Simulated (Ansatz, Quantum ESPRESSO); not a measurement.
# MgNi3C (Pm-3m): zone-centre phonons

Which modes does MgNi3C (Pm-3m) have at the zone centre?

Method: DFT LDA, scalar-relativistic, plane waves, GBRV ultrasoft pseudopotentials, in Quantum ESPRESSO 7.5.

## Step 1: Starting point

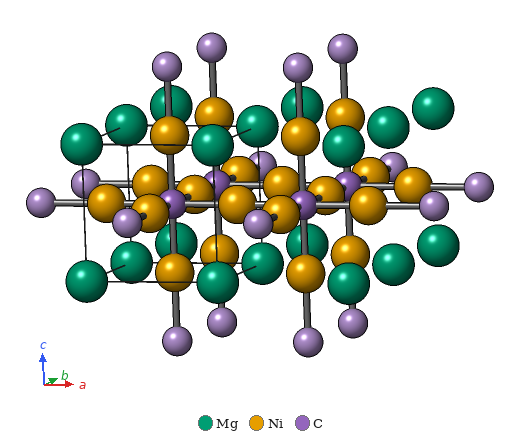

The starting structure, seen slightly off an axis (magnesium teal, nickel orange, carbon purple). 2×2×1 cells are drawn. Some periodic images of atoms are drawn too.

## Step 2: A probe with smearing

Before anything dear is run, a loose run with smearing shows whether this is a metal and how far the cell is from rest.

probe.in reads:

```
 &control
    calculation='scf',
    prefix='x',
    outdir='./tmp',
    pseudo_dir='./pseudo',
    tprnfor=.true.,
    tstress=.true.,
    verbosity='high',
 /
 &system
    ibrav=0,
    nat=5,
    ntyp=3,
    ecutwfc=45.0,
    ecutrho=270.0,
    occupations='smearing',
    smearing='gaussian',
    degauss=0.01,
 /
 &electrons
    conv_thr=1.0d-07,
    mixing_beta=0.7,
    electron_maxstep=100,
 /
ATOMIC_SPECIES
 Mg     24.3050  Mg.upf
 Ni     58.6934  Ni.upf
 C      12.0110  C.upf
CELL_PARAMETERS angstrom
     3.808900000    0.000000000    0.000000000
     0.000000000    3.808900000    0.000000000
     0.000000000    0.000000000    3.808900000
ATOMIC_POSITIONS crystal
 Mg     0.000000000   0.000000000   0.000000000
 Ni     0.000000000   0.500000000   0.500000000
 Ni     0.500000000   0.000000000   0.500000000
 Ni     0.500000000   0.500000000   0.000000000
 C      0.500000000   0.500000000   0.500000000
K_POINTS automatic
 6 6 6 0 0 0
```

Run with:

```sh
$ OMP_NUM_THREADS=1 mpirun -n 4 pw.x -nk 4 -in probe.in > probe.out
```

What it wrote:

```text
[banners, grids, parts of the stress and lines that vanish by symmetry left out]
Program PWSCF v.7.5
     Message from routine setup:
     using ibrav=0 with symmetry is DISCOURAGED, use correct ibrav instead
[...]
kinetic-energy cutoff     =      45.0000  Ry
     charge density cutoff     =     270.0000  Ry
     scf convergence threshold =      1.0E-07
[...]
Exchange-correlation= SLA  PZ   NOGX NOGC
                           (   1   1   0   0   0   0   0)
[...]
48 Sym. Ops., with inversion, found
[...]
(     0          1          0      )
                  (     0          0          1      )
[...]
(  0.0000000  1.0000000  0.0000000 )
                  (  0.0000000  0.0000000  1.0000000 )
[...]
(     0         -1          0      )
                  (     0          0          1      )
[...]
( -1.0000000  0.0000000  0.0000000 )
                  (  0.0000000  1.0000000  0.0000000 )
[...]
number of k points=    20  Gaussian smearing, width (Ry)=  0.0100
[...]
End of self-consistent calculation
[...]
the Fermi energy is    13.8542 ev
!    total energy              =   -1166.25149576 Ry
[...]
convergence has been achieved in  14 iterations
[...]
atom    1 type  1   force =     0.00000000    0.00000000    0.00000000
     atom    2 type  2   force =     0.00000000    0.00000000    0.00000000
     atom    3 type  2   force =     0.00000000    0.00000000    0.00000000
     atom    4 type  2   force =     0.00000000    0.00000000    0.00000000
     atom    5 type  3   force =     0.00000000    0.00000000    0.00000000
[...]
Total force =     0.000000     Total SCF correction =     0.000000
[...]
total   stress  (Ry/bohr**3)                   (kbar)     P=     -108.83
[...]
XML data file, charge density, pseudopotentials, collected wavefunctions

   JOB DONE.
```

It took 7 s on 4 MPI ranks of Intel Xeon 6975P-C (Granite Rapids), shared host.

Numbers from this step:

```
volume per atom   : 11.05 Å³
pressure          : -10.88 GPa
gap on the k-mesh : 0 eV
```

No gap opens on this mesh, so smearing is kept; the start stands at -11 GPa.

## Step 3: Relaxing the cell and atoms

The relaxation runs at a cutoff a fifth above that of the response, since stress converges more slowly with the basis than frequencies do. Forces and stress are brought to rest with tight thresholds.

relax.in reads:

```
 &control
    calculation='vc-relax',
    prefix='x',
    outdir='./tmp',
    pseudo_dir='./pseudo',
    tprnfor=.true.,
    tstress=.true.,
    forc_conv_thr=2.0d-05,
    etot_conv_thr=1.0d-07,
    nstep=40,
 /
 &system
    ibrav=0,
    nat=5,
    ntyp=3,
    ecutwfc=54,
    ecutrho=324.0,
    occupations='smearing',
    smearing='mv',
    degauss=0.02,
 /
 &electrons
    conv_thr=1.0d-11,
    mixing_beta=0.7,
    electron_maxstep=100,
 /
 &ions
 /
 &cell
    press_conv_thr=0.2,
 /
ATOMIC_SPECIES
 Mg     24.3050  Mg.upf
 Ni     58.6934  Ni.upf
 C      12.0110  C.upf
CELL_PARAMETERS angstrom
     3.808900000    0.000000000    0.000000000
     0.000000000    3.808900000    0.000000000
     0.000000000    0.000000000    3.808900000
ATOMIC_POSITIONS crystal
 Mg     0.000000000   0.000000000   0.000000000
 Ni     0.000000000   0.500000000   0.500000000
 Ni     0.500000000   0.000000000   0.500000000
 Ni     0.500000000   0.500000000   0.000000000
 C      0.500000000   0.500000000   0.500000000
K_POINTS automatic
 8 8 8 0 0 0
```

Run with:

```sh
$ OMP_NUM_THREADS=1 mpirun -n 4 pw.x -nk 4 -in relax.in > relax.out
```

What it wrote:

```text
[banners, grids, parts of the stress and lines that vanish by symmetry left out]
[banner, memory and clock lines left out]
Program PWSCF v.7.5

[...]
kinetic-energy cutoff     =      54.0000  Ry
     charge density cutoff     =     324.0000  Ry
     scf convergence threshold =      1.0E-11
[...]
energy convergence thresh.=      1.0E-07
     force convergence thresh. =      2.0E-05
     press convergence thresh. =      2.0E-01
     Exchange-correlation= SLA  PZ   NOGX NOGC
                           (   1   1   0   0   0   0   0)
[...]
48 Sym. Ops., with inversion, found
[...]
number of k points=    35  Marzari-Vanderbilt smearing, width (Ry)=  0.0200
[...]
End of self-consistent calculation
[...]
the Fermi energy is    13.9156 ev
!    total energy              =   -1166.25022996 Ry
[...]
convergence has been achieved in  18 iterations
[...]
atom    1 type  1   force =     0.00000000    0.00000000    0.00000000
     atom    2 type  2   force =     0.00000000    0.00000000    0.00000000
     atom    3 type  2   force =     0.00000000    0.00000000    0.00000000
     atom    4 type  2   force =     0.00000000    0.00000000    0.00000000
     atom    5 type  3   force =     0.00000000    0.00000000    0.00000000
     Total force =     0.000000     Total SCF correction =     0.000000
[...]
total   stress  (Ry/bohr**3)                   (kbar)     P=     -109.31
[...]
number of bfgs steps    =   0
[...]
CELL_PARAMETERS (angstrom)
[...]
ATOMIC_POSITIONS (crystal)
Mg               0.0000000000        0.0000000000        0.0000000000
Ni               0.0000000000        0.5000000000        0.5000000000
Ni               0.5000000000        0.0000000000        0.5000000000
Ni               0.5000000000        0.5000000000        0.0000000000
[...]
New effective cutoffs (rho, wfc):  336.23   56.05
[...]
End of self-consistent calculation
[...]
the Fermi energy is    14.9776 ev
!    total energy              =   -1166.25861100 Ry
[...]
convergence has been achieved in   9 iterations
[...]
atom    1 type  1   force =     0.00000000    0.00000000    0.00000000
     atom    2 type  2   force =     0.00000000    0.00000000    0.00000000
     atom    3 type  2   force =     0.00000000    0.00000000    0.00000000
     atom    4 type  2   force =     0.00000000    0.00000000    0.00000000
     atom    5 type  3   force =     0.00000000    0.00000000    0.00000000
     Total force =     0.000000     Total SCF correction =     0.000000
[...]
total   stress  (Ry/bohr**3)                   (kbar)     P=       -6.73
[...]
number of bfgs steps    =   1
[...]
CELL_PARAMETERS (angstrom)
[...]
ATOMIC_POSITIONS (crystal)
[...]
New effective cutoffs (rho, wfc):  337.04   56.18
[...]
End of self-consistent calculation
[...]
the Fermi energy is    15.0473 ev
!    total energy              =   -1166.25863646 Ry
[...]
convergence has been achieved in  10 iterations
[...]
atom    1 type  1   force =     0.00000000    0.00000000    0.00000000
     atom    2 type  2   force =     0.00000000    0.00000000    0.00000000
     atom    3 type  2   force =     0.00000000    0.00000000    0.00000000
     atom    4 type  2   force =     0.00000000    0.00000000    0.00000000
[...]
Total force =     0.000000     Total SCF correction =     0.000000
[...]
total   stress  (Ry/bohr**3)                   (kbar)     P=        0.78
[...]
number of bfgs steps    =   2
[...]
CELL_PARAMETERS (angstrom)
[...]
ATOMIC_POSITIONS (crystal)
[...]
New effective cutoffs (rho, wfc):  336.95   56.17
[...]
End of self-consistent calculation
[...]
the Fermi energy is    15.0401 ev
!    total energy              =   -1166.25863680 Ry
[...]
convergence has been achieved in   8 iterations
[...]
Total force =     0.000000     Total SCF correction =     0.000000
[...]
total   stress  (Ry/bohr**3)                   (kbar)     P=        0.00
[...]
number of bfgs steps    =   3
[...]
small trust_radius: resetting bfgs history
[...]
CELL_PARAMETERS (angstrom)
[...]
ATOMIC_POSITIONS (crystal)
[...]
New effective cutoffs (rho, wfc):  336.95   56.17
[...]
End of self-consistent calculation
[...]
the Fermi energy is    15.0401 ev
!    total energy              =   -1166.25863680 Ry
[...]
convergence has been achieved in   3 iterations
[...]
atom    3 type  2   force =     0.00000000    0.00000000    0.00000000
     atom    4 type  2   force =     0.00000000    0.00000000    0.00000000
     atom    5 type  3   force =     0.00000000    0.00000000    0.00000000
     Total force =     0.000000     Total SCF correction =     0.000000
[...]
total   stress  (Ry/bohr**3)                   (kbar)     P=       -0.00
[...]
bfgs converged in   5 scf cycles and   4 bfgs steps
[...]
End of BFGS Geometry Optimization
     Final enthalpy           =   -1166.2586367973 Ry
     File ./tmp/x.bfgs deleted, as requested
[...]
CELL_PARAMETERS (angstrom)
[...]
ATOMIC_POSITIONS (crystal)
[...]
Ni               0.5000000000        0.5000000000        0.0000000000
C                0.5000000000        0.5000000000        0.5000000000
[...]
Final scf calculation at the relaxed structure.
[...]
kinetic-energy cutoff     =      54.0000  Ry
     charge density cutoff     =     324.0000  Ry
     scf convergence threshold =      1.0E-13
[...]
press convergence thresh. =      2.0E-01
     Exchange-correlation= SLA  PZ   NOGX NOGC
                           (   1   1   0   0   0   0   0)
[...]
48 Sym. Ops., with inversion, found
[...]
number of k points=    35  Marzari-Vanderbilt smearing, width (Ry)=  0.0200
[...]
c_bands:  4 eigenvalues not converged
     c_bands:  3 eigenvalues not converged
     c_bands:  1 eigenvalues not converged
     c_bands:  1 eigenvalues not converged
[...]
c_bands:  2 eigenvalues not converged
     c_bands:  1 eigenvalues not converged
[...]
End of self-consistent calculation
[...]
the Fermi energy is    15.0402 ev
!    total energy              =   -1166.25836875 Ry
[...]
convergence has been achieved in  19 iterations
[...]
atom    1 type  1   force =     0.00000000    0.00000000    0.00000000
     atom    2 type  2   force =     0.00000000    0.00000000    0.00000000
     atom    3 type  2   force =     0.00000000    0.00000000    0.00000000
     atom    4 type  2   force =     0.00000000    0.00000000    0.00000000
     atom    5 type  3   force =     0.00000000    0.00000000    0.00000000
     Total force =     0.000000     Total SCF correction =     0.000000
[...]
total   stress  (Ry/bohr**3)                   (kbar)     P=       -0.24
[...]
XML data file, charge density, pseudopotentials, collected wavefunctions
```

The job ended after 58 s (4 MPI ranks; 3.9 min of CPU time).

Relaxation path:

| step | energy less that of the first step (eV) | largest force (eV/Å) | pressure (GPa) | volume (Å³) |
| --- | --- | --- | --- | --- |
| 1 | 0.0000 | 0.0000 | -10.93 | 55.26 |
| 2 | -0.1140 | 0.0000 | -0.67 | 52.24 |
| 3 | -0.1144 | 0.0000 | 0.08 | 52.05 |
| 4 | -0.1144 | 0.0000 | 0.00 | 52.07 |
| 5 | -0.1144 | 0.0000 | 0.00 | 52.07 |
| 6 | -0.1107 | 0.0000 | -0.02 | 52.07 |

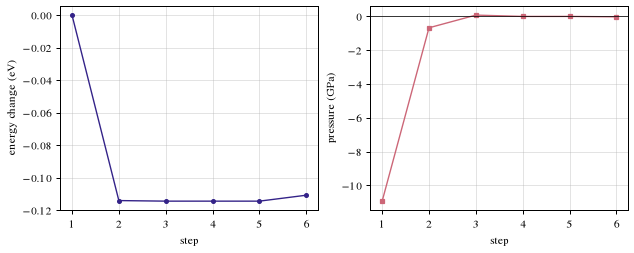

Energy and pressure along the relaxation.

| conventional cell, symmetrised | before | after | change |
| --- | --- | --- | --- |
| a (Å) | 3.809 | 3.734 | -2.0 % |
| b (Å) | 3.809 | 3.734 | -2.0 % |
| c (Å) | 3.809 | 3.734 | -2.0 % |
| volume (Å³/atom) | 11.05 | 10.41 | -5.8 % |

The relaxed structure:

```xyz
5
Lattice="3.7341 0.0000 0.0000 0.0000 3.7341 0.0000 0.0000 0.0000 3.7341" Properties=species:S:1:pos:R:3 pbc="T T T"
Mg    0.0000    0.0000    0.0000
Ni    0.0000    1.8671    1.8671
Ni    1.8671    0.0000    1.8671
Ni    1.8671    1.8671    0.0000
C     1.8671    1.8671    1.8671
```

The last row of the table of steps is pw.x's closing run on a basis chosen anew for the final cell, so its energy can jump.

This step gave:

```yaml
volume_per_atom: 10.41 Å³
pressure: -0.02400 GPa
```

The volume changes by -5.8 % from the cell with which this run began.

## Step 4: Self-consistent run for the response

Perturbation theory inherits every error of the wavefunctions, so the threshold is set near the limit of the arithmetic. Smearing stays on, as the first look found no gap above 0.3 eV.

scf.in reads:

```
 &control
    calculation='scf',
    prefix='x',
    outdir='./tmp',
    pseudo_dir='./pseudo',
    tprnfor=.true.,
    tstress=.true.,
 /
 &system
    ibrav=0,
    nat=5,
    ntyp=3,
    ecutwfc=45.0,
    ecutrho=270.0,
    occupations='smearing',
    smearing='mv',
    degauss=0.02,
 /
 &electrons
    conv_thr=1.0d-12,
    mixing_beta=0.7,
    electron_maxstep=100,
 /
ATOMIC_SPECIES
 Mg     24.3050  Mg.upf
 Ni     58.6934  Ni.upf
 C      12.0110  C.upf
CELL_PARAMETERS angstrom
     3.734142061    0.000000000    0.000000000
     0.000000000    3.734142061    0.000000000
     0.000000000    0.000000000    3.734142061
ATOMIC_POSITIONS crystal
 Mg     0.000000000   0.000000000   0.000000000
 Ni     0.000000000   0.500000000   0.500000000
 Ni     0.500000000   0.000000000   0.500000000
 Ni     0.500000000   0.500000000   0.000000000
 C      0.500000000   0.500000000   0.500000000
K_POINTS automatic
 8 8 8 0 0 0
```

Run with:

```sh
$ OMP_NUM_THREADS=1 mpirun -n 4 pw.x -nk 4 -in scf.in > scf.out
```

What it wrote:

```text
[banners, grids, parts of the stress and lines that vanish by symmetry left out]
[banner, memory and clock lines left out]
Program PWSCF v.7.5

[...]
kinetic-energy cutoff     =      45.0000  Ry
     charge density cutoff     =     270.0000  Ry
     scf convergence threshold =      1.0E-12
[...]
Exchange-correlation= SLA  PZ   NOGX NOGC
                           (   1   1   0   0   0   0   0)
[...]
48 Sym. Ops., with inversion, found
[...]
number of k points=    35  Marzari-Vanderbilt smearing, width (Ry)=  0.0200
[...]
End of self-consistent calculation
[...]
the Fermi energy is    15.0408 ev
!    total energy              =   -1166.25735708 Ry
[...]
convergence has been achieved in  18 iterations
[...]
atom    1 type  1   force =     0.00000000    0.00000000    0.00000000
     atom    2 type  2   force =     0.00000000    0.00000000    0.00000000
     atom    3 type  2   force =     0.00000000    0.00000000    0.00000000
     atom    4 type  2   force =     0.00000000    0.00000000    0.00000000
     atom    5 type  3   force =     0.00000000    0.00000000    0.00000000
     Total force =     0.000000     Total SCF correction =     0.000000
[...]
total   stress  (Ry/bohr**3)                   (kbar)     P=       -0.79
[...]
XML data file, charge density, pseudopotentials, collected wavefunctions
```

It took 12 s on 4 MPI ranks; 45 s of CPU time.

This step gave:

- pressure: -0.079 GPa

The cell stands at -0.079 GPa, close enough for phonons.

(Continued in part 2 of 3.)

[Host names and launcher messages were left out of these logs when they were recorded.]

[Logs are printed without paths, hosts, clocks, repeated set-up lines and the standing remarks that a program may print on its own settings, such as how far it seeks lower states.]

[Hosts, paths, dates, database ids (printed as entryN), source tags and the programs' standing remarks are cut or masked in the printed files.]
